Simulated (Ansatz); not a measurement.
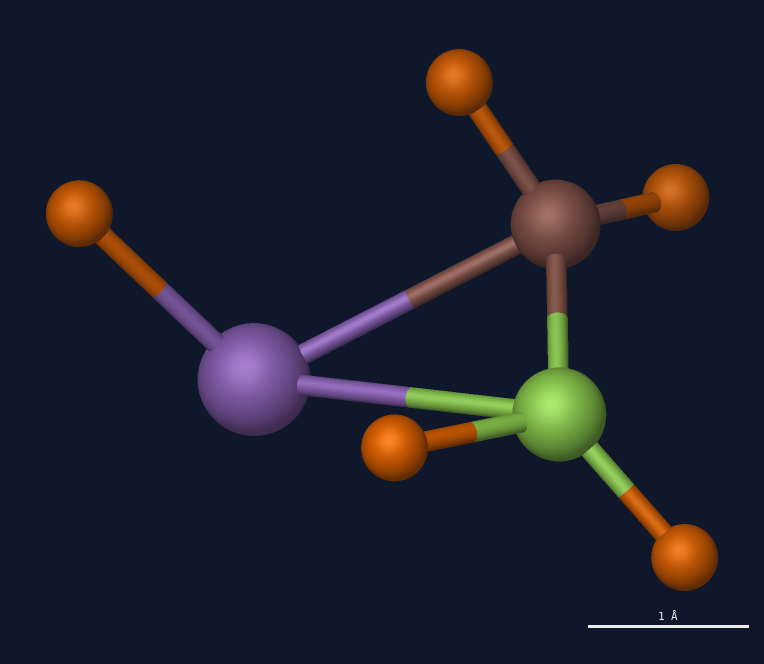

A ball-and-stick model of a molecule. Colours: carbon brown, boron green, aluminium purple, hydrogen orange.

The species is neutral and a spin doublet. Computed geometry: PBE0-D4/def2-TZVP optimisation. No frequency run is at hand to confirm it as a minimum.

Describe the molecule.

The molecule is CH₅AlB. The point group is C1. It is an open-shell species. Coordination, clear cases only: 1 Al trigonal pyramidal.

More results for the same structure follow; atom numbers are the same in all pictures, views and colours differ.

### Electronic properties

No frequency run is at hand to confirm it as a minimum. Method: UKS B3LYP-D4/def2-TZVPP (Ansatz 0.2.0).

Computed properties:

- ⟨S²⟩ of the determinant: 0.755
- dispersion correction: −19.4 kJ/mol

### Charges

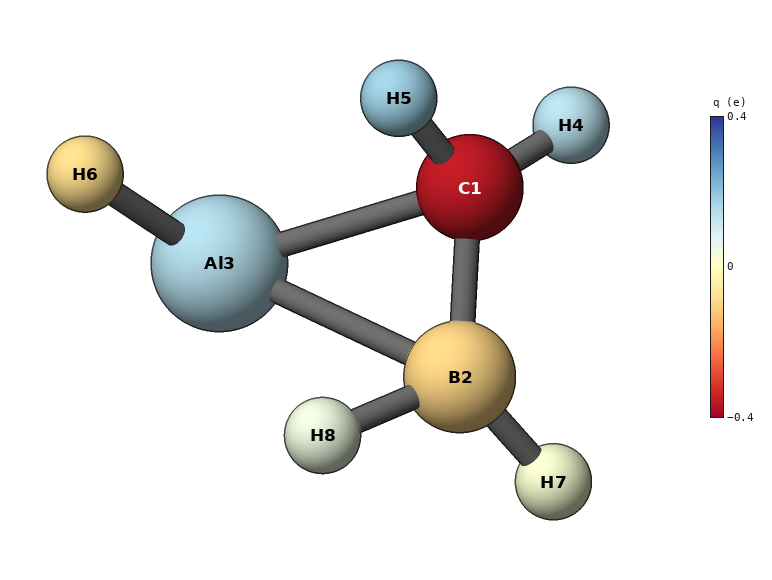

Atoms are coloured by their Mulliken charges. No frequency run is at hand to confirm it as a minimum. Level of theory: UKS PBE0-D4/def2-TZVP (Ansatz 0.2.0).

Give the Mulliken charges atom by atom.

| atom | value (e) |
| --- | --- |
| C1 | −0.35 |
| B2 | −0.09 |
| Al3 | 0.15 |
| H4 | 0.14 |
| H5 | 0.17 |
| H6 | −0.08 |
| H7 | 0.02 |
| H8 | 0.05 |

### Dipole moment

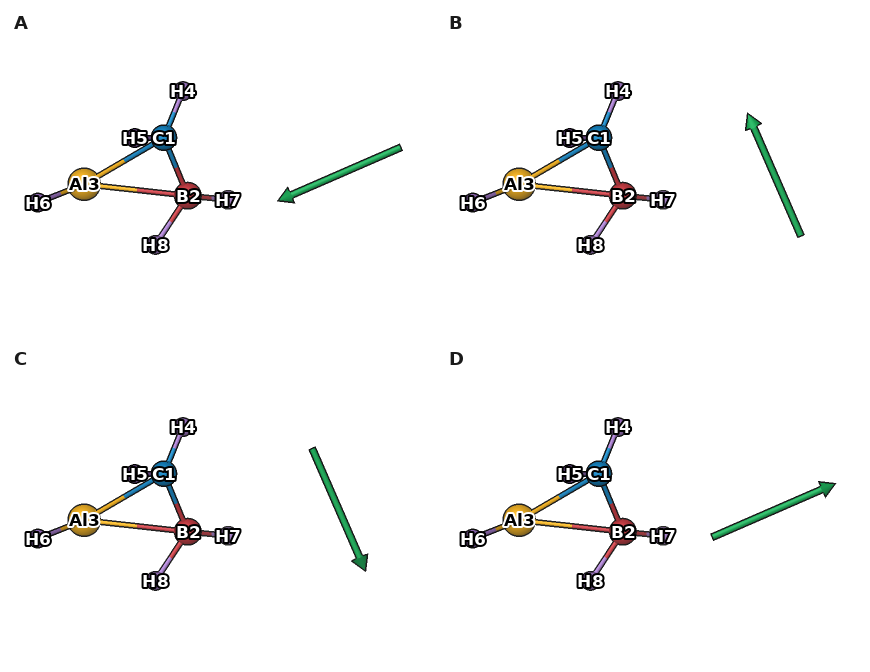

The same molecule four times, each with an arrow. No frequency run is at hand to confirm it as a minimum. Method: UKS PBE0-D4/def2-TZVP (Ansatz 0.2.0).

> Which arrow points along the dipole moment, from the negative to the positive end?

B. The dipole moment is 0.67 D; it points from the side of H8 to the side of H4 (the outermost atoms at the two ends).

Mulliken values depend strongly on the basis set and can even reverse the polarity of a bond.
